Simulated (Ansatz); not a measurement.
PbSe (rock salt): frozen-phonon scan

Relaxed PbSe (rock salt):

```
PbSe
1.0
    0.00000     6.21766     6.21766
    3.10883     0.00000     3.10883
    3.10883     3.10883     0.00000
Se Pb
2 2
Direct
  0.00000   0.00000   0.00000
  0.50000   0.00000   0.00000
  0.25000   0.50000   0.50000
  0.75000   0.50000   0.50000
```

The atoms are displaced by Q × the pattern below (from a DFPT mode at L = (0.5, 0.0, 0.0), largest move 1; Q in Å), at fixed cell. (q is in reciprocal vectors of the primitive cell; the cell shown is doubled to hold the pattern.)

```
atom       x       y       z
----  ------  ------  ------
Se1   -0.577   0.577   0.577
Se2    0.577  -0.577  -0.577
```

Atoms not listed stay in place.

Method: PBE (plane waves to 420 eV, PAW, scalar-relativistic; Ansatz, a quantum-chemistry and plane-wave program). k mesh 9×9×9 (Γ-centred), Fermi-Dirac smearing 0.05 eV. E stands for the smeared free energy. Stress and pressure are positive under compression. PbSe was relaxed with its symmetry unable to fall. Spin-orbit coupling is left out, though Pb is heavy. The PAW data are Ansatz's earlier set. ΔE is measured from the undisplaced structure.

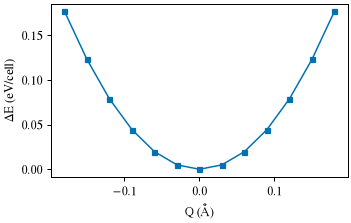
*ΔE (eV/cell) against Q (Å); one marker a computed point.*

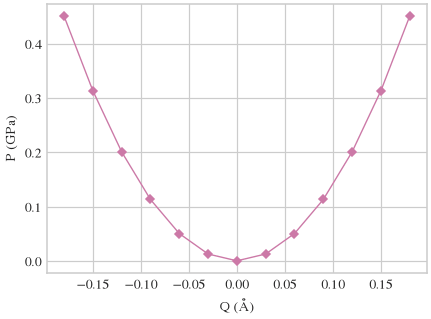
Figure. P (GPa) against Q (Å); computed points joined by lines.

Space group of the distorted cell: R-3m (No. 166), lowered from Fm-3m. Symmetry of the curve: even: the same for both signs. Wavenumber by perturbation theory (DFPT, on another k mesh): 137 cm⁻¹. Harmonic wavenumber from the curvature (finite differences): 137 cm⁻¹. Shape of the curve: a single well with its minimum at or next to zero displacement.

E″ = 10.96 eV/Å², M = Σ mᵢ|uᵢ|² = 157.9 u, ν̃ = 521.5·√(|E″|/M).

(For displaced atoms, the force is minus the slope of the energy, and its curvature is a force constant, which sets phonon frequencies.)
